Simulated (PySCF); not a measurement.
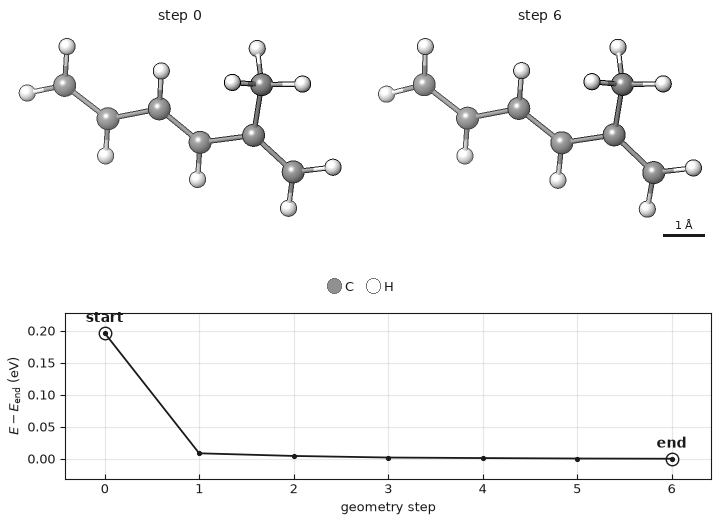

First and last geometry of a relaxation of C7H10, with the history of the run. The picture is a ball-and-stick view, seen at a tilt.

The start comes from GFN2-xTB. Its atoms were then displaced at random by about 0.01 Å.

Computed with PBE0-D3(BJ)/def2-SVP geometry optimisation, gas phase in PySCF 2.14.0, density-fitted response routines. 

**What do the curves and the structures tell?**

It converged. An H atom moves most after the best rigid fit: 0.046 Å. Largest moves by element: H 0.046 Å, C 0.044 Å. Some distances before and after: C–C 1.297 → 1.351 Å, C–H 1.060 → 1.092 Å, C–H 1.080 → 1.102 Å, C–C 1.480 → 1.458 Å. Bond angles that change, for instance: C–C–H 124.9° → 121.5°, C–C–H 121.3° → 118.2°, C–C–H 113.1° → 115.9°. The energy falls by 0.196 eV in 6 geometry steps.

```csv
step,"E − E(0), eV"
0,0.0000
1,-0.1878
2,-0.1920
3,-0.1944
4,-0.1953
5,-0.1960
6,-0.1963
```
